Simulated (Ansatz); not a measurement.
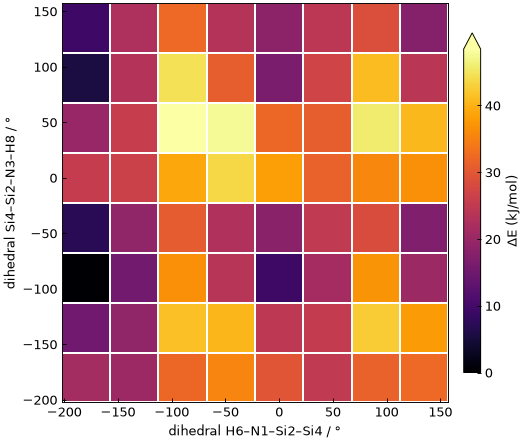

Energy landscape of ClH₇N₂Si₂, SMILES N[Si](N)([SiH3])Cl. Coordinates scanned: (1) dihedral H6–N1–Si2–Si4; (2) dihedral Si4–Si2–N3–H8. Nothing is relaxed (all other coordinates rigid). The grid has 8 × 8 points. Points are written as (first, second). Energies are in kJ/mol, from the lowest grid point. All numbers below come from Ansatz 0.2.0, RKS r2SCAN-D4/def2-SVP.

Drawn: one coloured cell a grid point, one colour for all values above the top of the scale. 

### Where are the lowest and the highest points?

The lowest grid point is at (−180°, −90°). Other grid points that lie below all their neighbours: (−180°, 90°) (5.5 kJ/mol higher); (0°, −90°) (9.1 kJ/mol higher); (0°, 90°) (16.4 kJ/mol higher). The highest grid point, (−90°, 45°), lies 48.4 kJ/mol above the lowest.

The input of one point:

```yaml
crystal:
  periodic: [false, false, false]
  atoms:
    - { symbol: "N", position_ang: [-0.803104, 1.599084, -0.294323] }
    - { symbol: Si, position_ang: [-0.416612, 0.051644, 0.337134] }
    - { symbol: "N", position_ang: [0.333102, 0.321661, 1.863034] }
    - { symbol: Si, position_ang: [0.728135, -1.145913, -1.322086] }
    - { symbol: Cl, position_ang: [-2.04746, -1.196804, 0.815519] }
    - { symbol: H, position_ang: [-1.305866, 2.260935, 0.292728] }
    - { symbol: H, position_ang: [-1.053531, 1.710743, -1.272104] }
    - { symbol: H, position_ang: [0.206034, -0.350555, 2.612767] }
    - { symbol: H, position_ang: [1.249871, 0.757569, 1.902019] }
    - { symbol: H, position_ang: [2.033972, -0.498809, -1.66893] }
    - { symbol: H, position_ang: [-0.088346, -1.239417, -2.574104] }
    - { symbol: H, position_ang: [1.007257, -2.532228, -0.836631] }
basis:
  gaussian: { orbitals: def2-SVP }
hamiltonian:
  xc: r2scan
  dispersion: d4
output:
  forces: true
```

Each point was launched as `ansatz run input.yaml --threads 1 --pin off --max-ram 2560MiB --backend cpu --events-out ev --progress --plain --runs-dir out`. Time for the 64 points that were run: 13 min on 1 thread of Arm Neoverse V1, on a shared host.
